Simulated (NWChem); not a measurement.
## BrCl: single-point calculation

BrCl (bromine chloride), multiplicity 3, computed with B3LYP/6-31G*, UKS (NWChem 7.3.0).

The geometry is that of the parent species in another charge or spin state.

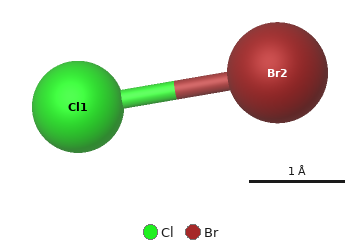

Fig. 1: The input geometry (ball-and-stick view, seen at an oblique angle; atoms are numbered from 1 in the order of the input).

## The input
```
echo
start nw
memory total 2200 mb
charge 0

geometry noautosym nocenter noautoz
  Cl    0.000000    0.000000    0.000000
  Br    0.000000    0.000000    2.136065
end

basis "ao basis" spherical bse
  * library 6-31G*
end

dft
  xc b3lyp
  mult 3
  grid xfine
  convergence energy 1e-08
  maxiter 100
  mulliken
  noprint "final vectors analysis"
end

task dft energy
```

Hardware: 1 thread of Intel Xeon (Sapphire Rapids), 16 GiB of memory available, shared host.

Launched with:
```bash
nwchem nw.nw > nw.out
```

## Output
```
============================== echo of input deck ==============================
echo
start nw
memory total 2200 mb
charge 0

geometry noautosym nocenter noautoz
  Cl    0.000000    0.000000    0.000000
  Br    0.000000    0.000000    2.136065
end

basis "ao basis" spherical bse
  * library 6-31G*
end

dft
  xc b3lyp
  mult 3
  grid xfine
  convergence energy 1e-08
  maxiter 100
  mulliken
  noprint "final vectors analysis"
end

task dft energy
================================================================================

             Northwest Computational Chemistry Package (NWChem) 7.3.0
             --------------------------------------------------------

           Job information
           ---------------

    nwchem branch   = 7.3.0
    use scalapack   = T
    input           = nw.nw
    prefix          = nw.
    data base       = ./nw.db
    status          = startup
    nproc           =        1

           Memory information
           ------------------

    heap     =     72089594 doubles =      550.0 Mbytes
    stack    =     72089599 doubles =      550.0 Mbytes
    global   =    144179200 doubles =     1100.0 Mbytes (distinct from heap & stack)
    total    =    288358393 doubles =     2200.0 Mbytes
    verify   = yes
    hardfail = no

           Directory information
           ---------------------

  0 permanent = .
  0 scratch   = .

                                NWChem Input Module
                                -------------------

 Scaling coordinates for geometry "geometry" by  1.889725989
 (inverse scale =  0.529177249)

                             Geometry "geometry" -> ""
                             -------------------------

 Output coordinates in angstroms (scale by  1.889725989 to convert to a.u.)

  No.       Tag          Charge          X              Y              Z
 ---- ---------------- ---------- -------------- -------------- --------------
    1 Cl                  17.0000     0.00000000     0.00000000     0.00000000
    2 Br                  35.0000     0.00000000     0.00000000     2.13606500

      Atomic Mass
      -----------

      Cl                34.968850
      Br                79.916500

 Effective nuclear repulsion energy (a.u.)     147.4020983232

            Nuclear Dipole moment (a.u.)
            ----------------------------
        X                 Y               Z
 ---------------- ---------------- ----------------
     0.0000000000     0.0000000000   141.2802140329

            XYZ format geometry
            -------------------
     2
 geometry
 Cl                    0.00000000     0.00000000     0.00000000
 Br                    0.00000000     0.00000000     2.13606500

 ==============================================================================
                                internuclear distances
 ------------------------------------------------------------------------------
       center one      |      center two      | atomic units |  angstroms
 ------------------------------------------------------------------------------
    2 Br               |   1 Cl               |     4.03658  |     2.13607
 ------------------------------------------------------------------------------
                         number of included internuclear distances:          1
 ==============================================================================

 Summary of "ao basis" -> "" (spherical)
 ------------------------------------------------------------------------------
       Tag                 Description            Shells   Functions and Types
 ---------------- ------------------------------  ------  ---------------------
 *                           6-31G*                   on all atoms

                                 NWChem DFT Module
                                 -----------------

                      Basis "ao basis" -> "ao basis" (spherical)
                      -----
  [basis functions not shown]

 Summary of "ao basis" -> "ao basis" (spherical)
 ------------------------------------------------------------------------------
       Tag                 Description            Shells   Functions and Types
 ---------------- ------------------------------  ------  ---------------------
 Cl                          6-31G*                  8       18   4s3p1d
 Br                          6-31G*                 12       32   5s4p3d

 Summary of "ao basis" -> "ao basis" (spherical)
 ------------------------------------------------------------------------------
       Tag                 Description            Shells   Functions and Types
 ---------------- ------------------------------  ------  ---------------------
 Cl                          6-31G*                  8       18   4s3p1d
 Br                          6-31G*                 12       32   5s4p3d

  Caching 1-el integrals
  itol2e modified to match energy
  convergence criterion.
  tol_rho modified to match energy
  convergence criterion.

            General Information
            -------------------
          SCF calculation type: DFT
          Wavefunction type:  spin polarized.
          No. of atoms     :     2
          No. of electrons :    52
           Alpha electrons :    27
            Beta electrons :    25
          Charge           :     0
          Spin multiplicity:     3
          Use of symmetry is: off; symmetry adaption is: off
          Maximum number of iterations: 100
          AO basis - number of functions:    50
                     number of shells:    20
          Convergence on energy requested:  1.00D-08
          Convergence on density requested:  1.00D-05
          Convergence on gradient requested:  5.00D-04

              XC Information
              --------------
                         B3LYP Method XC Potential
                     Hartree-Fock (Exact) Exchange  0.200
                        Slater Exchange Functional  0.800 local
                    Becke 1988 Exchange Functional  0.720 non-local
              Lee-Yang-Parr Correlation Functional  0.810
                  VWN I RPA Correlation Functional  0.190 local

             Grid Information
             ----------------
          Grid used for XC integration:  xfine
          Radial quadrature: Mura-Knowles
          Angular quadrature: Lebedev.
          Tag              B.-S. Rad. Rad. Pts. Rad. Cut. Ang. Pts.
          ---              ---------- --------- --------- ---------
          Cl                  1.00      125           8.0      1454
          Br                  1.15      160           8.0      1454
          Grid pruning is: on
          Number of quadrature shells:   285
          Spatial weights used:  Erf1

          Convergence Information
          -----------------------
          Convergence aids based upon iterative change in
          total energy or number of iterations.
          Levelshifting, if invoked, occurs when the
          HOMO/LUMO gap drops below (HL_TOL):  1.00D-02
          DIIS, if invoked, will attempt to extrapolate
          using up to (NFOCK): 10 stored Fock matrices.

                    Damping( 0%)  Levelshifting(0.5)       DIIS
                  --------------- ------------------- ---------------
          dE  on:    start            ASAP                start
          dE off:    2 iters        100 iters           100 iters

      Screening Tolerance Information
      -------------------------------
          Density screening/tol_rho:  1.00D-11
          AO Gaussian exp screening on grid/accAOfunc:  18
          CD Gaussian exp screening on grid/accCDfunc:  20
          XC Gaussian exp screening on grid/accXCfunc:  20
          Schwarz screening/accCoul:  1.00D-09

      Superposition of Atomic Density Guess
      -------------------------------------

 Sum of atomic energies:       -3031.53786105

      Non-variational initial energy
      ------------------------------

 Total energy =   -3031.655221
 1-e energy   =   -4510.425369
 2-e energy   =    1331.368050
 HOMO         =      -0.334796
 LUMO         =      -0.118421

   Time after variat. SCF:      0.4

     ---------------------------------------------
      Total Density - Mulliken Population Analysis
     ---------------------------------------------

    Atom       Charge   Shell Charges
 -----------   ------   -------------------------------------------------------
    1 Cl  17    17.12   2.00  2.00  5.98  1.41  3.46  0.54  1.72  0.02
    2 Br  35    34.88   2.00  2.00  6.00  2.00  5.99  1.59  3.45  0.37  1.42  6.97  2.93  0.15

     --------------------------------------------
      Spin Density - Mulliken Population Analysis
     --------------------------------------------

    Atom       Charge   Shell Charges
 -----------   ------   -------------------------------------------------------
    1 Cl  17     0.77   0.00  0.00  0.00  0.03  0.51 -0.03  0.25  0.01
    2 Br  35     1.23   0.00  0.00  0.00 -0.00  0.00  0.03  0.79 -0.01  0.41  0.00 -0.00  0.01
   Time prior to 1st pass:      0.4

 Grid_pts file          = ./nw.gridpts.0
 Record size in doubles =  12289        No. of grid_pts per rec  =   3070
 Max. records in memory =    150        Max. recs in file   = *********

           Memory utilization after 1st SCF pass:
           Heap Space remaining (MW):       36.69            36688362
          Stack Space remaining (MW):       72.09            72089068

   convergence    iter        energy       DeltaE   RMS-Dens  Diis-err    time
 ---------------- ----- ----------------- --------- --------- ---------  ------
 d= 0,ls=0.0,diis     1  -3033.9281284317 -3.18D+03  1.10D-02  5.63D-02     1.3
                                                     6.38D-03  5.12D-02
 d= 0,ls=0.0,diis     2  -3033.9363855546 -8.26D-03  4.80D-03  1.94D-02     2.2
                                                     5.91D-03  1.93D-02
 d= 0,ls=0.0,diis     3  -3033.9420243819 -5.64D-03  1.70D-03  1.13D-02     3.0
                                                     3.29D-03  1.36D-02
 d= 0,ls=0.0,diis     4  -3033.9491954611 -7.17D-03  8.07D-04  1.08D-03     3.9
                                                     8.70D-04  1.14D-03
 d= 0,ls=0.0,diis     5  -3033.9498519371 -6.56D-04  1.12D-04  5.37D-05     4.8
                                                     1.91D-04  5.92D-05
  Resetting Diis
 d= 0,ls=0.0,diis     6  -3033.9498899040 -3.80D-05  2.18D-05  5.02D-07     5.6
                                                     1.42D-05  4.10D-07
 d= 0,ls=0.0,diis     7  -3033.9498902261 -3.22D-07  7.03D-06  2.60D-08     6.5
                                                     7.16D-06  3.42D-08
 d= 0,ls=0.0,diis     8  -3033.9498902325 -6.37D-09  2.98D-06  2.60D-08     7.4
                                                     3.59D-06  2.67D-08

         Total DFT energy =    -3033.949890232482
      One electron energy =    -4509.756392732324
           Coulomb energy =     1448.020181406266
    Exchange-Corr. energy =     -119.615777229659
 Nuclear repulsion energy =      147.402098323235

 Numeric. integr. density =       52.000000002685

     Total iterative time =      6.9s

     ---------------------------------------------
      Total Density - Mulliken Population Analysis
     ---------------------------------------------

    Atom       Charge   Shell Charges
 -----------   ------   -------------------------------------------------------
    1 Cl  17    17.04   2.00  2.00  5.97  1.45  3.51  0.51  1.57  0.03
    2 Br  35    34.96   2.00  2.00  6.00  2.00  5.99  1.69  3.66  0.29  1.26  6.95  2.92  0.20

     --------------------------------------------
      Spin Density - Mulliken Population Analysis
     --------------------------------------------

    Atom       Charge   Shell Charges
 -----------   ------   -------------------------------------------------------
    1 Cl  17     0.85   0.00  0.00  0.01  0.03  0.65 -0.05  0.20  0.01
    2 Br  35     1.15   0.00  0.00  0.00  0.00  0.00  0.03  0.85 -0.02  0.29 -0.00  0.00  0.02

     -------------------------------------------
      Total Density - Lowdin Population Analysis
     -------------------------------------------

    Atom       Charge   Shell Charges
 -----------   ------   -------------------------------------------------------
    1 Cl  17    17.05   2.00  2.00  5.91  1.24  3.29  0.68  1.89  0.04
    2 Br  35    34.95   2.00  2.00  5.99  2.00  5.90  1.36  3.36  0.59  1.65  6.71  3.08  0.32

     ------------------------------------------
      Spin Density - Lowdin Population Analysis
     ------------------------------------------

    Atom       Charge   Shell Charges
 -----------   ------   -------------------------------------------------------
    1 Cl  17     0.87   0.00  0.00  0.02  0.04  0.62 -0.01  0.18  0.01
    2 Br  35     1.13   0.00  0.00  0.00  0.00  0.04  0.03  0.75 -0.00  0.27 -0.00  0.00  0.04

   alpha - beta orbital overlaps
   -----------------------------

   alpha      1      2      3      4      5      6      7      8      9     10
    beta      1      2      3      4      5      6      7      8      9     10
 overlap   1.000  1.000  1.000  1.000  1.000  1.000  1.000  1.000  1.000  1.000

   alpha     11     12     13     14     15     16     17     18     19     20
    beta     11     13     12     14     15     16     18     17     19     20
 overlap   1.000  1.000  1.000  1.000  1.000  1.000  1.000  1.000  1.000  1.000

   alpha     21     22     23     24     25     26     27     28     29     30
    beta     21     22     24     23     26     25     27     28     29     30
 overlap   1.000  1.000  0.999  1.000  0.999  1.000  0.999  1.000  0.999  0.999

   alpha     31     32     33     34     35     36     37     38     39     40
    beta     31     32     34     33     35     36     37     39     38     40
 overlap   1.000  0.999  0.995  0.999  0.998  0.996  0.999  0.994  1.000  0.994

   alpha     41     42     43     44     45     46     47     48     49     50
    beta     41     42     44     43     45     47     46     48     49     50
 overlap   1.000  0.999  1.000  1.000  0.999  1.000  1.000  1.000  1.000  1.000

     --------------------------
     Expectation value of S2:
     --------------------------
      <S2> =      2.0032 (Exact =     2.0000)

 center of mass
 --------------
 x =   0.00000000 y =   0.00000000 z =   2.80792241

 moments of inertia (a.u.)
 ------------------
         396.350813152222           0.000000000000           0.000000000000
           0.000000000000         396.350813152222           0.000000000000
           0.000000000000           0.000000000000           0.000000000000

     Multipole analysis of the density
     ---------------------------------

     L   x y z        total         alpha         beta         nuclear
     -   - - -        -----         -----         ----         -------
     0   0 0 0     -0.000000    -27.000000    -25.000000     52.000000

     1   1 0 0      0.000000      0.000000      0.000000      0.000000
     1   0 1 0      0.000000      0.000000     -0.000000      0.000000
     1   0 0 1      0.181904    -72.924179    -68.174131    141.280214

     2   2 0 0    -22.383388    -12.440938     -9.942450      0.000000
     2   1 1 0      0.881030     -0.011136      0.892166      0.000000
     2   1 0 1      0.000000     -0.000000      0.000000      0.000000
     2   0 2 0    -22.441116    -12.440208    -10.000908      0.000000
     2   0 1 1      0.000000      0.000000      0.000000      0.000000
     2   0 0 2    -22.577750   -309.100426   -283.765863    570.288539

 Task  times  cpu:        7.3s     wall:        7.3s
 Total times  cpu:        7.4s     wall:        7.4s
```

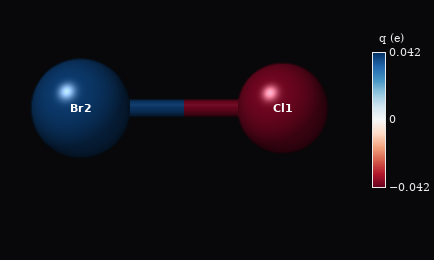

Fig. 2: Mulliken charges, as the colour of each atom (ball-and-stick view, seen on its broad side; atoms are numbered from 1 in the order of the input). By element: Cl −0.04 and Br +0.04 e.

## Results in brief

| quantity | value |
| --- | --- |
| outcome | converged |
| total energy | −3033.949890 hartree |
| basis functions | 50 |
| ⟨S²⟩ | 2.003 |
| dipole moment | 0.46 D |
| wall time | 8.1 s |
| peak memory | 0.11 GiB |
